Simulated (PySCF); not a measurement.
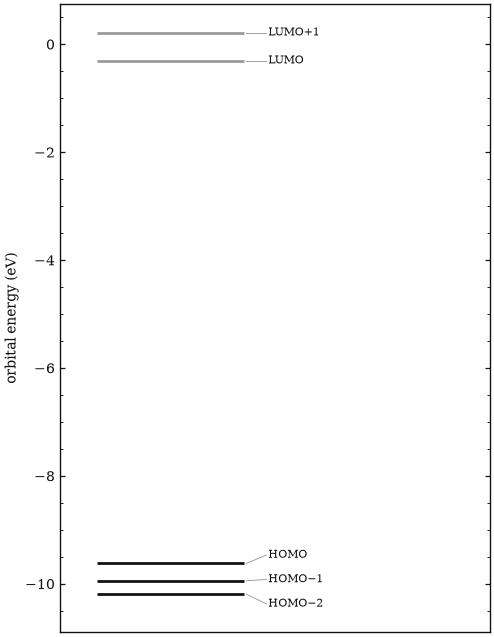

Kohn-Sham orbital energies near the frontier, PBE0/def2-SVPD in PySCF, at a GFN2-xTB geometry (no frequency check), isolated molecule; empty levels in grey, levels within 0.03 eV side by side.

Which molecule has this level scheme?
A. C₅H₁₀N₂Si, SMILES CC#C[SiH]1NCCN1
B. C₅H₈FN, SMILES CCC[C@H](F)C#N
C. C₂H₈BF₃P₂, SMILES C[P@@H+](CP)[B-](F)(F)F

Answer. B. HOMO −9.62 eV, LUMO −0.30 eV, separation 9.32 eV.

Caveats: the tight-binding geometry is rougher than a DFT one and adds to the error; one conformer of a flexible molecule; empty levels above zero depend strongly on the basis.
